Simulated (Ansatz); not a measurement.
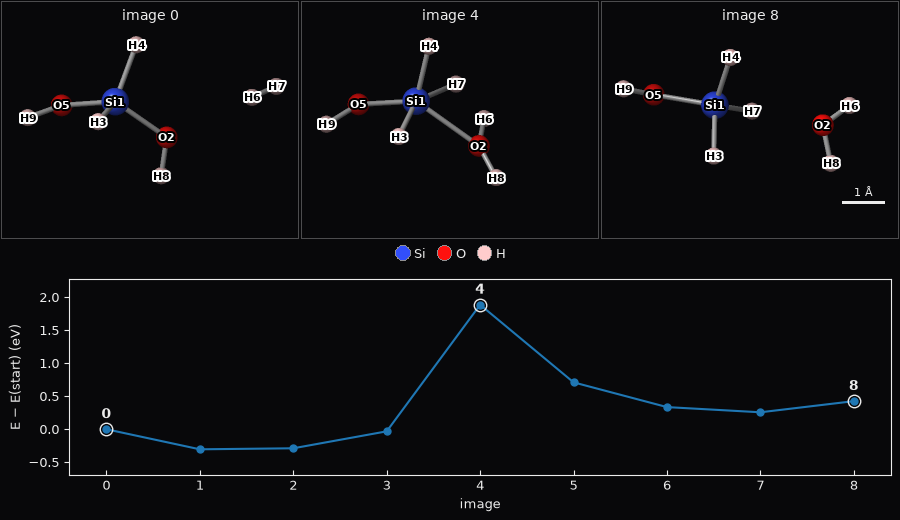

NEB run on SiH₆O₂, made up of SiH$_{4}$O$_{2}$ and H₂. Images are numbered from 0 (start) to 8 (end). A ball-and-stick model, seen at a tilt.

The calculation used RKS CAM-B3LYP-D4/6-31G (Ansatz 0.2.0).

Input file:
```yaml
crystal:
  periodic: [false, false, false]
  atoms:
    - {symbol: Si, position_ang: [-0.813447, -0.440812, -0.236459]}
    - {symbol: O, position_ang: [0.813812, -0.289383, -0.130177]}
    - {symbol: H, position_ang: [-1.204423, -1.798632, -0.710884]}
    - {symbol: H, position_ang: [-1.292994, -0.179947, 1.135430]}
    - {symbol: O, position_ang: [-1.443749, 0.657222, -1.284291]}
    - {symbol: H, position_ang: [2.105654, 0.875852, 1.809391]}
    - {symbol: H, position_ang: [2.486936, 1.219266, 2.353357]}
    - {symbol: H, position_ang: [1.329797, -0.367859, -0.933779]}
    - {symbol: H, position_ang: [-1.981585, 0.324293, -2.002589]}
basis:
  gaussian: {orbitals: 6-31G}
hamiltonian: {xc: {name: CAM-B3LYP}, dispersion: d4}
neb:
  images: 7
  climbing: immediate
  max_iterations: 25
  initial_path: idpp
  final_atoms:
    - {symbol: Si, position_ang: [-0.624686, 0.415289, -0.084983]}
    - {symbol: O, position_ang: [1.657691, -1.266513, 0.361090]}
    - {symbol: H, position_ang: [-0.435432, -0.465236, -1.268216]}
    - {symbol: H, position_ang: [-0.894669, -0.406168, 1.122298]}
    - {symbol: O, position_ang: [-1.884972, 1.457303, -0.356134]}
    - {symbol: H, position_ang: [2.212272, -0.878585, 1.042366]}
    - {symbol: H, position_ang: [0.536561, 1.312269, 0.110843]}
    - {symbol: H, position_ang: [2.184775, -1.239928, -0.441178]}
    - {symbol: H, position_ang: [-2.751542, 1.071571, -0.486086]}
```

Launched with:
```bash
ansatz run in.yaml --threads 2 --pin off --events-out ev --progress --plain --max-ram 4352MiB
```

Question: Describe the mechanism and the energy profile.

Answer: Relative to the start the highest point is image 4 at +1.89 eV and the end lies at +0.43 eV, but the profile dips to +0.26 eV at image 7 on the way, so an end point isn't at the bottom of its valley along this path. Breaking: H6–H7 (0.75 → 1.12 at the top → 2.91 Å), Si1–O2 (1.64 → 1.90 at the top → 2.87 Å). Forming: O2–H6 (2.61 → 1.15 at the top → 0.96 Å), Si1–H7 (4.51 → 1.81 at the top → 1.48 Å). The band converged in 18 iterations. The largest component of the band force went from 4.4 to 0.037 eV/Å. The climbing image converged on the top of the path. Its curvatures weren't checked. The largest force component is 2.21 eV/Å at the start and 1.64 eV/Å at the end; an end with forces this large is no minimum, and the barrier measured from it can be far off.

Limits of the set-up: the start holds two separate molecules, 2.6 Å apart at their closest, whose relative position is a soft coordinate; the basis has no polarisation functions, which atoms past neon need.
